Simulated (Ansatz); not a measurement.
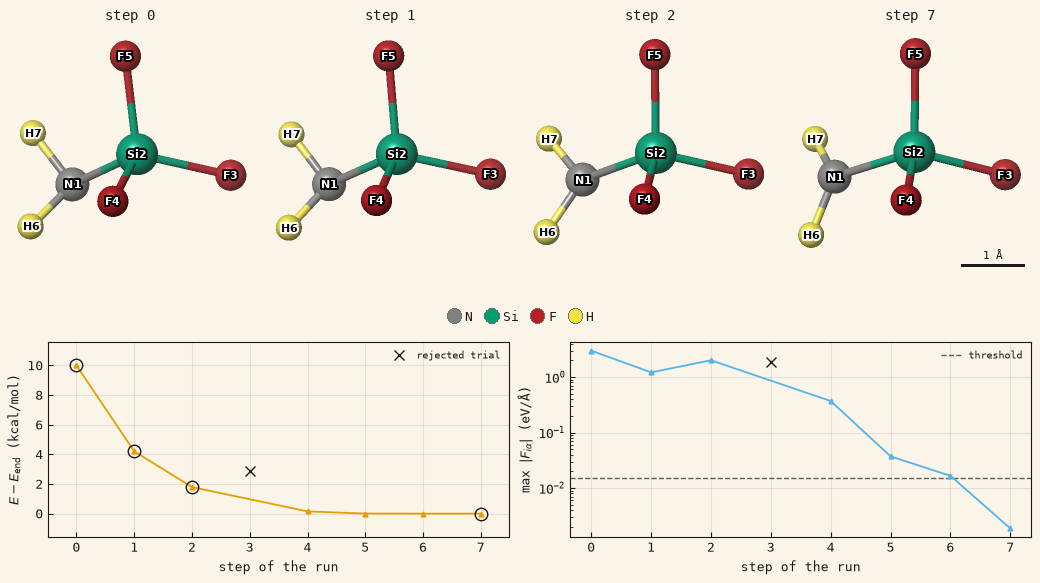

Frames of a relaxation of SiNH₂F₃, marked on the history of the run. Style: ball-and-stick. Shown at a tilt.

The run prepares an end point of a later path (inversion) calculation, from a guessed geometry.

These are results of Ansatz, RKS PBE0-D4/def2-SVP, not measurements. Set-up: no spin polarisation; force threshold 0.015 eV/Å; at most 40 steps.

What happens along the run?

Answer. N1 moves most after the best rigid fit: 0.40 Å. By element the largest moves are N 0.40 Å, H 0.33 Å, F 0.25 Å, Si 0.09 Å. Near-neighbour distances that change, for instance: N1–H7 1.059 → 1.012 Å, N1–H6 1.047 → 1.012 Å, N1–Si2 1.653 → 1.679 Å, Si2–F4 1.579 → 1.600 Å. Bond angles that change, for instance: Si2–N1–H7 106.1° → 122.4°, Si2–N1–H6 107.2° → 122.8°, H6–N1–H7 101.0° → 113.4°. The energy falls by 10.00 kcal/mol in 6 accepted moves (7 points after the start). The largest force component goes from 3 to 0.0019 eV/Å. The line search rejected the trial step at point 3 of the run. Cost: 44 s on 1 thread of Arm Neoverse N1, with other jobs on the host, peak memory 0.16 GiB. From step 0 to 1: F4 moves most (0.07 Å), energy −5.80 kcal/mol. From step 1 to 2: N1 moves most (0.20 Å), energy −2.41 kcal/mol. From step 2 to 7: N1 moves most (0.17 Å), energy −1.79 kcal/mol.

| step | E − E(0), kcal/mol | largest force component, eV/Å | note |
| --- | --- | --- | --- |
| 0 | 0.00 | 3.0026 |  |
| 1 | -5.80 | 1.2170 |  |
| 2 | -8.21 | 2.0125 |  |
| 3 | -7.14 | 1.8498 | rejected |
| 4 | -9.85 | 0.3705 |  |
| 5 | -9.99 | 0.0372 |  |
| 6 | -10.00 | 0.0166 |  |
| 7 | -10.00 | 0.0019 |  |
